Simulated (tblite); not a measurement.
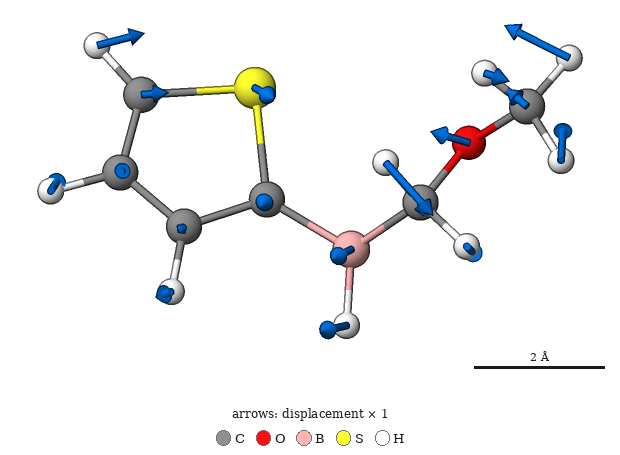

This is a relaxation of C₆H₉BOS. The starting structure is drawn; blue arrows show the displacements, at their true length. The two geometries are superimposed by the best rigid fit.

Style: ball-and-stick. Shown at a tilt.

Computed with GFN2-xTB geometry optimisation, gas phase in tblite. 

Which element moves most?

Hydrogen: up to 1.19 Å, against 0.77 Å for boron.

Describe the change and its energy.

Over 129 geometry steps the energy falls by 26.9 kcal/mol. The largest moves after the best rigid fit, 1.19 Å, are those of H atoms. Largest moves by element: H 1.19 Å, B 0.77 Å, S 0.76 Å, O 0.72 Å, C 0.48 Å. Some distances before and after: O–S 3.635 → 2.630 Å, C–S 1.890 → 1.746 Å, C–C 1.342 → 1.399 Å, C–S 1.763 → 1.708 Å. Among the angles between lasting bonds that change: C–O–C 104.3° → 114.0°, O–C–H 104.1° → 111.4°, C–C–C 118.6° → 111.9°.
